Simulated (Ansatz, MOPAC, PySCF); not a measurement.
HF (SMILES F) and CH2F2 (SMILES FCF) are pulled apart as rigid monomers along the line of their centres of mass, from the B3LYP-D3(BJ)/def2-TZVP minimum. Starting geometry (charge 0, multiplicity 1):
```json
[
 {"atom": "F", "x (Å)": "-0.1266", "y (Å)": "0.0956", "z (Å)": "-0.0637"},
 {"atom": "H", "x (Å)": "0.1928", "y (Å)": "0.6239", "z (Å)": "0.6339"},
 {"atom": "F", "x (Å)": "0.7564", "y (Å)": "0.8891", "z (Å)": "2.3594"},
 {"atom": "C", "x (Å)": "0.3893", "y (Å)": "-0.1900", "z (Å)": "3.1436"},
 {"atom": "F", "x (Å)": "-0.7133", "y (Å)": "0.1605", "z (Å)": "3.8436"},
 {"atom": "H", "x (Å)": "1.2094", "y (Å)": "-0.3886", "z (Å)": "3.8326"},
 {"atom": "H", "x (Å)": "0.1512", "y (Å)": "-1.0206", "z (Å)": "2.4800"}
]
```

Interaction energies with rigid monomers; basis-set methods are counterpoise corrected unless marked otherwise.

Frozen-core correlation. Rows in 3-21G, 6-31G* carry no dispersion term and start afresh at each structure (6-31G* with six Cartesian d functions). The state reached by PM6 isn't checked.

Programs: Ansatz (a quantum-chemistry and plane-wave program) with Gaussian orbitals; MOPAC for PM6 (differences of heats of formation); PySCF for 3-21G rows, 6-31G* rows, the dispersion terms. Each number belongs to the level named beside it.

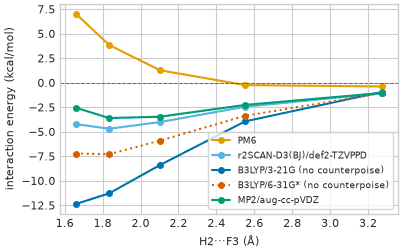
*Interaction energy against separation*

Task: Which level binds most strongly at H2···F3 = 1.83, and by how much?

Result: B3LYP/3-21G (no counterpoise), -11.3 kcal/mol.
